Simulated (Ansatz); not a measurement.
**CH$_{6}$BSi (doublet): density, localisation and related maps**

Input

```
crystal:
  periodic: [false, false, false]
  atoms:
    - { symbol: B, position_ang: [-1.51528, 0.36954, -1.18564] }
    - { symbol: Si, position_ang: [0.21327, 0.66693, -0.44653] }
    - { symbol: C, position_ang: [0.48491, -0.79028, 0.76916] }
    - { symbol: H, position_ang: [-2.66423, 0.50357, -1.15495] }
    - { symbol: H, position_ang: [1.35281, 0.62312, -1.38959] }
    - { symbol: H, position_ang: [0.50104, 1.88235, 0.35871] }
    - { symbol: H, position_ang: [0.4763, -1.74155, 0.2473] }
    - { symbol: H, position_ang: [1.44086, -0.69424, 1.27242] }
    - { symbol: H, position_ang: [-0.28969, -0.81943, 1.52912] }
magnetization:
  spin_polarized: true
  initial_magnetization: 1
basis:
  gaussian: { orbitals: "6-31G" }
hamiltonian:
  xc: pbe
relax:
  f_tol: 0.02
  max_steps: 50
output:
  orbitals: {}
```

Command:

```sh
ansatz run input.yaml --threads 1 --pin off --max-ram 2048MiB --backend cpu --events-out ev --progress --plain --runs-dir out
```

The fields are those of the relaxed geometry.

Computed with Ansatz 0.2.0, UKS PBE/6-31G.

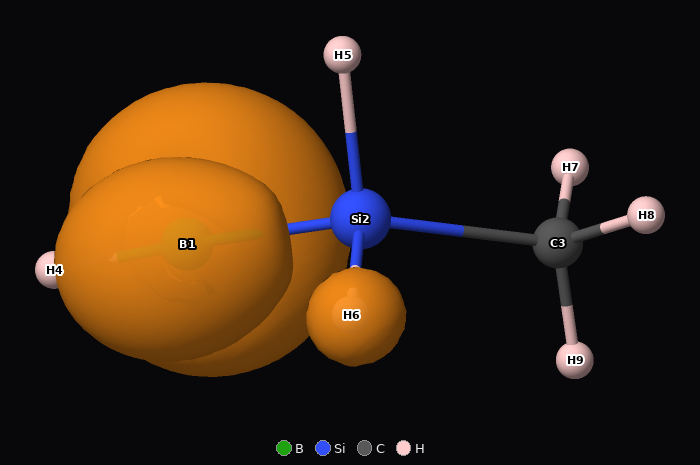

Figure 1. Isosurfaces of the spin density (α minus β) at +0.02 (orange) and −0.02 e/Å³ (purple), seen from one side.

**Describe the spin distribution.**

The unpaired spin (1 electron) lies mostly on B1 (about 0.8) and Si2 (about 0.1), in electrons by Hirshfeld's partition.

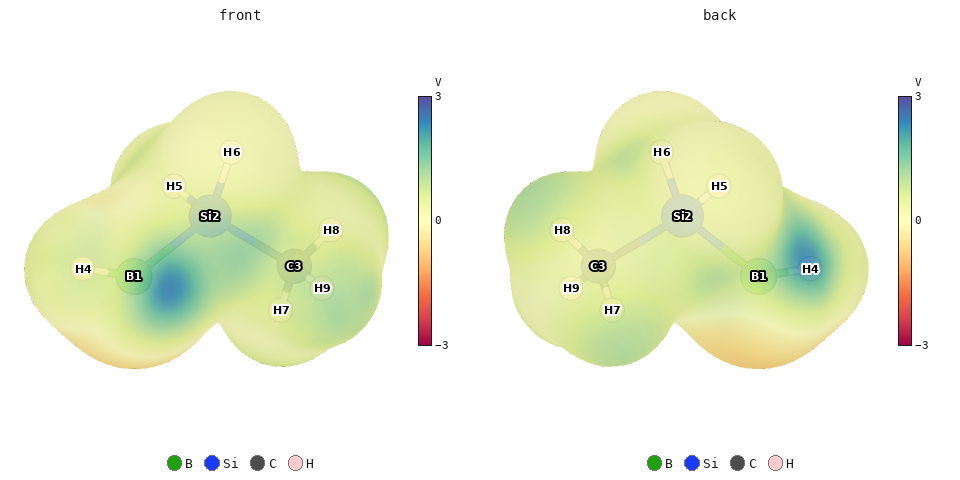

Figure 2. The electrostatic potential painted on the density surface at 0.004 e/bohr³, seen from the front and from behind; the colour scale runs from red (negative) to blue (positive).

**Where is the surface potential most negative and most positive?**

The most negative region (about −0.7 V, or −16 kcal/mol for a unit charge) lies over H4, the most positive (about +2.3 V, or +53 kcal/mol for a unit charge) over B1.

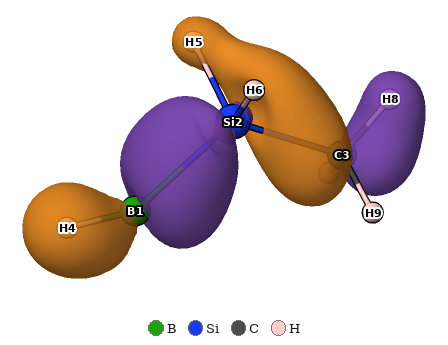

Figure 3. The HOMO−1 (α) at ±0.15 Å⁻³ᐟ² (orange and purple are the two phases), seen at a tilt.

**Where does this orbital lie, and at what energy?**

Its weight (Hirshfeld) is mainly on Si2 (about 30 %), B1 (about 25 %), C3 (about 20 %) and H4 (about 10 %). Its energy is −7.50 eV.

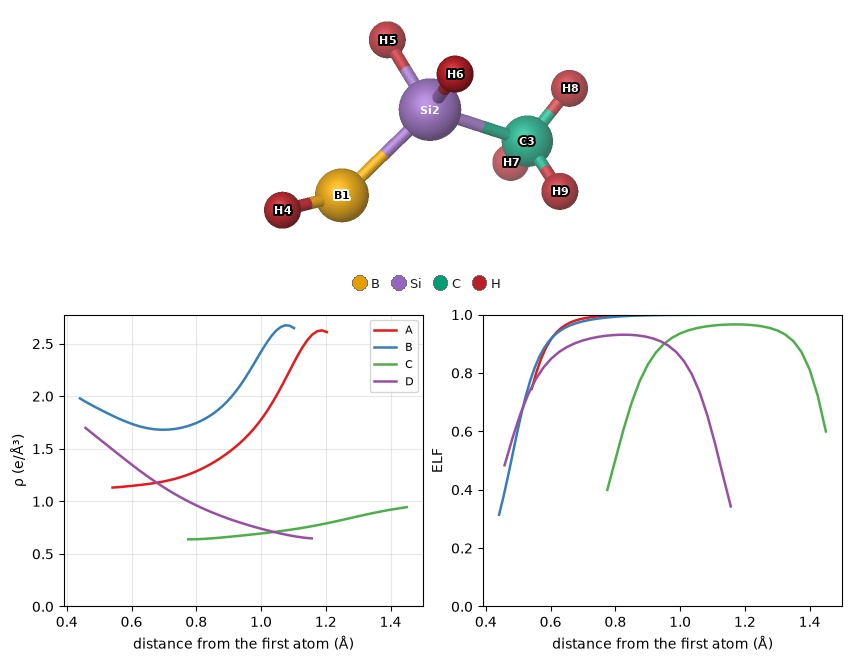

Figure 4. Electron density and electron localisation function along straight lines between neighbouring atoms. The curves leave out the atomic cores. The structure is drawn too.

**Which curve belongs to which contact (B–H, C–H, C–Si and Si–B)? The first atom named is at distance zero.**

Curve A: B–H (1.20 Å): the density is about 1.1 e/Å³ at the midpoint; the ELF climbs to about 1 towards the hydrogen, as it does in any bond to H: a covalent bond by its length. Curve B: C–H (1.10 Å): the density is about 1.8 e/Å³ at the midpoint; the ELF climbs to about 1 towards the hydrogen (an ordinary covalent bond to hydrogen). Curve C: Si–B (2.00 Å): ρ is about 0.69 e/Å³ halfway; the ELF peaks at about 0.95 between the atoms: a covalent bond. Curve D: C–Si (1.93 Å): ρ is about 0.77 e/Å³ halfway; the ELF peaks at about 0.95 between the atoms: a shared electron pair.
